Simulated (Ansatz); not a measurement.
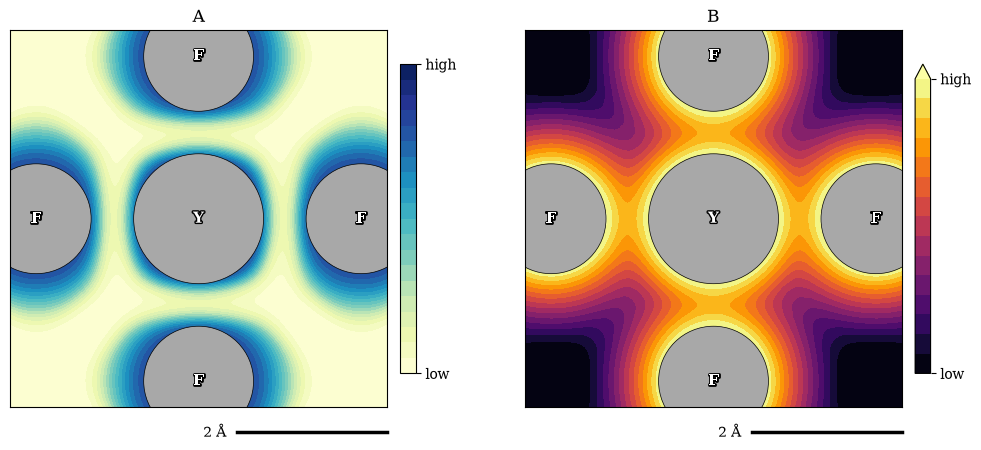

YF4: 2 fields on the (001) plane of the conventional cell, with unlabelled colour scales. Grey discs cover the atomic cores.

Space group I4/mmm; a structure generated by program, which may or may not match a known phase; spin-polarised.

These are results of DFT PBE, scalar-relativistic, plane waves, PAW in Ansatz 0.2.0, not measurements.

Question: The panels show electron localisation function and valence pseudo-density in some order. Assign them.

Answer: Panel A: electron localisation function. Panel B: valence pseudo-density. From the grid: Y–F (2.17 Å): ρ is about 0.5 e/Å³ halfway; the ELF is about 0.15 at the midpoint: no shared electron pair shows on this line.
